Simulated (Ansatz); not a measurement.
**CH7FSi2 (SMILES F[SiH2]C[SiH3]): levels of theory compared**

We compute a comparison of 6 runs (HF/6-31G*, PBE/6-31G*, PBE0/6-31G*, RPA@PBE/6-31G*, MP2/6-31G*, CCSD/6-31G*) of CH7FSi2. 

The calculation is run with Ansatz 0.2.0.

58 further runs of the same task are left out: 1 that didn't finish, 57 set aside as unsound or not needed.

### Step 1. The molecule

The species is CH7FSi2 (11 atoms), meant as a singlet with charge 0. As SMILES, `F[SiH2]C[SiH3]`. The Si2–C3 distance was set to 4.078 Å, away from the relaxed value. At this shape a bond of the SMILES string is far longer than usual.

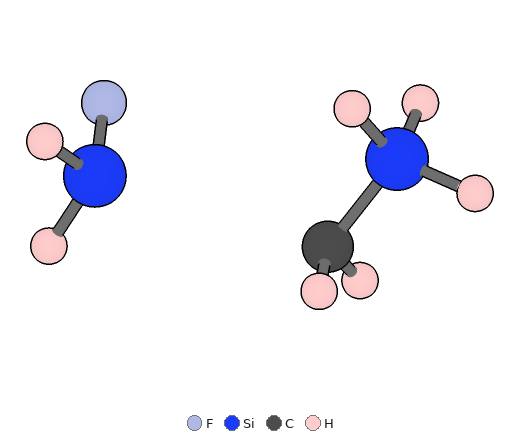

Viewed from a chosen angle; fluorine light blue, silicon blue, carbon dark grey, hydrogen pink.

### Step 2. A single-point energy at HF/6-31G(d) (spherical functions) (run 1)

input.yaml

```yaml
crystal:
  periodic: [false, false, false]
  atoms:
    - symbol: F
      position_ang: [-2.131182, 3.832571, 0.116680]
    - symbol: Si
      position_ang: [-0.571282, 3.663571, 0.449080]
    - symbol: C
      position_ang: [0.349200, -0.305900, 0.605500]
    - symbol: Si
      position_ang: [-0.157200, -1.306900, -0.899700]
    - symbol: H
      position_ang: [0.191918, 4.338071, -0.630320]
    - symbol: H
      position_ang: [-0.326382, 4.342671, 1.746080]
    - symbol: H
      position_ang: [1.437100, -0.385200, 0.722600]
    - symbol: H
      position_ang: [-0.101300, -0.751100, 1.498900]
    - symbol: H
      position_ang: [-1.636400, -1.388400, -0.995700]
    - symbol: H
      position_ang: [0.369900, -0.665700, -2.134100]
    - symbol: H
      position_ang: [0.392600, -2.686000, -0.812200]
basis:
  gaussian:
    orbitals: 6-31G_st_-spherical.json
total_charge: 0
accuracy: high
magnetization:
  spin_polarized: false
  initial_magnetization: 0
output: {orbitals: {seedname: orbitals}}
hamiltonian:
  xc: hf
```

The basis set 6-31G* is read from a file made from the Basis Set Exchange's data (not shown).

Launch:

```console
$ ansatz run input.yaml --threads 1 --pin off --max-ram 3480MiB --events-out events.jsonl --progress --plain --runs-dir runs
```

Output:

```text
Warning: RAYON_NUM_THREADS=1 ignored (pool sized by the plan → 1); use --threads N
Functional definition: HF
  name "HF"
  exchange = exact_x
  correlation = 0
1738 factors; integrals over basis functions are off by at most 4.2e-8 eV
mean field evaluation 1: about -19559.6943 eV, gradient 3.9e1 eV
mean field evaluation 2: about -19559.7989 eV, gradient 4.0e1 eV
mean field evaluation 4: about -19565.6832 eV, gradient 8.0e0 eV
mean field evaluation 8: about -19566.0669 eV, gradient 8.2e-1 eV
mean field evaluation 16: about -19566.0746 eV, gradient 2.6e-7 eV
mean field -19566.07461830 eV, -719.0399798608 hartree, gradient 2.6e-8 eV, S^2 0.000000; 0 other end points of the search recorded, 0 dependent functions left out
reference -19566.07461830 eV, -719.0399798608 hartree; 25, 25 occupied and 53, 53 virtual orbitals, 1738 factors
Total energy: -19566.07461830 eV, -719.0399798608 hartree
```

Wall time 2.2 s (1 thread of Arm Neoverse V1, shared host); peak memory 0.19 GiB.

### Step 3. A single-point energy at PBE/6-31G(d) (spherical functions) (run 2)

in.yaml

```yaml
crystal:
  periodic: [false, false, false]
  atoms:
    - symbol: F
      position_ang: [-2.131182, 3.832571, 0.116680]
    - symbol: Si
      position_ang: [-0.571282, 3.663571, 0.449080]
    - symbol: C
      position_ang: [0.349200, -0.305900, 0.605500]
    - symbol: Si
      position_ang: [-0.157200, -1.306900, -0.899700]
    - symbol: H
      position_ang: [0.191918, 4.338071, -0.630320]
    - symbol: H
      position_ang: [-0.326382, 4.342671, 1.746080]
    - symbol: H
      position_ang: [1.437100, -0.385200, 0.722600]
    - symbol: H
      position_ang: [-0.101300, -0.751100, 1.498900]
    - symbol: H
      position_ang: [-1.636400, -1.388400, -0.995700]
    - symbol: H
      position_ang: [0.369900, -0.665700, -2.134100]
    - symbol: H
      position_ang: [0.392600, -2.686000, -0.812200]
basis:
  gaussian:
    orbitals: 6-31G_st_-spherical.json
output: {orbitals: {seedname: orbitals}}
accuracy: high
hamiltonian:
  xc: pbe
```

The basis set 6-31G* is read from a file made from the Basis Set Exchange's data (not shown).

Launch:

```console
$ ansatz run in.yaml --threads 1 --pin off --max-ram 3480MiB --events-out events.jsonl --progress --plain --runs-dir runs
```

Output:

```text
Warning: RAYON_NUM_THREADS=1 ignored (pool sized by the plan → 1); use --threads N
Functional definition: PBE
  name "PBE"
  parameter kappa = 0.804
  parameter beta = 0.06672455060314922
  exchange = pbe_x(kappa = kappa, mu = beta*pi^2/3)
  correlation = pbe_c(beta = beta)
1738 factors; integrals over basis functions are off by at most 4.2e-8 eV
mean field evaluation 1: about -19590.5450 eV, gradient 6.7e1 eV
mean field evaluation 2: about -19365.0789 eV, gradient 1.4e2 eV
mean field evaluation 4: about -19594.6189 eV, gradient 4.9e1 eV
mean field evaluation 8: about -19606.1818 eV, gradient 2.3e0 eV
mean field evaluation 16: about -19606.1895 eV, gradient 3.7e-3 eV
mean field -19606.18953195 eV, -720.5141757467 hartree, gradient 6.7e-8 eV, S^2 0.000000; 0 other end points of the search recorded, 0 dependent functions left out
reference -19606.18953673 eV, -720.5141759222 hartree; 25, 25 occupied and 53, 53 virtual orbitals, 1738 factors
Total energy: -19606.18953673 eV, -720.5141759222 hartree
```

Wall time 6.3 s (1 thread of Arm Neoverse V1, shared host); peak memory 0.21 GiB.

Runs 3 to 5 aren't shown in full; the table further down has their settings and results.

### Step 4. A single-point energy at CCSD/6-31G(d) (spherical functions) (run 6)

run.yaml

```yaml
basis:
  gaussian: {orbitals: 6-31G_st_-spherical.json}
crystal:
  periodic: [false, false, false]
  atoms:
    - {symbol: F, position_ang: [-2.131182, 3.832571, 0.116680]}
    - {symbol: Si, position_ang: [-0.571282, 3.663571, 0.449080]}
    - {symbol: C, position_ang: [0.349200, -0.305900, 0.605500]}
    - {symbol: Si, position_ang: [-0.157200, -1.306900, -0.899700]}
    - {symbol: H, position_ang: [0.191918, 4.338071, -0.630320]}
    - {symbol: H, position_ang: [-0.326382, 4.342671, 1.746080]}
    - {symbol: H, position_ang: [1.437100, -0.385200, 0.722600]}
    - {symbol: H, position_ang: [-0.101300, -0.751100, 1.498900]}
    - {symbol: H, position_ang: [-1.636400, -1.388400, -0.995700]}
    - {symbol: H, position_ang: [0.369900, -0.665700, -2.134100]}
    - {symbol: H, position_ang: [0.392600, -2.686000, -0.812200]}
magnetization: {spin_polarized: false}
correlation: {method: ccsd, frozen_orbitals: {C: 1, F: 1, H: 0, Si: 5}}
accuracy: high
scf: {omitted_lower_state_checks: [cluster_reference, increment]}
```

The basis set 6-31G* is read from a file made from the Basis Set Exchange's data (not shown).

Launch:

```console
$ ansatz run run.yaml --threads 1 --pin off --max-ram 3480MiB --events-out events.jsonl --progress --plain --runs-dir runs
```

Output, cut to the lines that bear on the results:

```text
Warning: RAYON_NUM_THREADS=1 ignored (pool sized by the plan → 1); use --threads N
Functional definition: HF
  name "HF"
[...]
1738 factors; integrals over basis functions are off by at most 4.2e-8 eV
[...]
mean field -19566.07461830 eV, -719.0399798608 hartree, gradient 2.6e-8 eV, S^2 0.000000; 1 other end points of the search recorded, 0 dependent functions left out; unrestricted orbitals would lower it
12 core orbitals not correlated: weight in the atoms' cores, before any rotation towards them, 1.000 or more for the frozen orbitals, at most 0.000 for the correlated occupied ones
reference -19566.07461830 eV, -719.0399798608 hartree; 13, 13 occupied and 53, 53 virtual orbitals, 1738 factors
second order -13.65641694 eV of doubles, -0.00000000 eV of singles
cycle   1  -13.71277416 eV  change    -1.9e0 eV  update   1.5e-1
[...]
cycle  29  -15.33203591 eV  change   -2.0e-9 eV  update  3.6e-10
WARN: these amplitudes may be one of several solutions (largest doubles amplitude 0.53, level shift 4.63 eV)
Total energy: -19581.40665421 eV, -719.6034217880 hartree
Checks for a lower state left out: cluster_reference, increment
```

Run time: 13 s. Hardware: 1 thread of Arm Neoverse V1, shared host; peak memory 0.35 GiB.

### Step 5. Overview of the runs

```
run                                 level  frozen core orbitals  energy (Eh)  wall time
  1       HF/6-31G* (spherical functions)                     –  -719.039980      2.2 s
  2      PBE/6-31G* (spherical functions)                     –  -720.514176      6.3 s
  3     PBE0/6-31G* (spherical functions)                     –  -720.568302      7.8 s
  4  RPA@PBE/6-31G* (spherical functions)                    12  -719.847212       17 s
  5      MP2/6-31G* (spherical functions)                    12  -719.541844      4.2 s
  6     CCSD/6-31G* (spherical functions)                    12  -719.603422       13 s
```

### Step 6. Outcome

| quantity | value |
| --- | --- |
| run 6: total energy | -719.60342 Eh |
| run 6: correlation energy (12 core orbitals frozen) | -563.4 mEh |
| run 6: T1 diagnostic | 0.023 |

What this shows: Below the HF energy at the same shape and in the same basis (6-31G*): MP2 -501.9 mEh; CCSD -563.4 mEh. Over runs 1, 2, 3 the HOMO–LUMO gap runs from 0.79 eV (PBE/6-31G*) to 5.67 eV (HF/6-31G*). Exact exchange widens orbital gaps. Totals of different functionals can't be ranked against each other. In runs 4, 5, 6 the log says that unrestricted orbitals would lower the reference, so the values rest on an unstable closed-shell determinant (other closed-shell runs at this shape may share the fault). In runs 1, 2, 3, 4, 5, 6 a closed-shell determinant meets a far-stretched bond, which it describes badly. All runs together took 51 s, the longest 17 s.
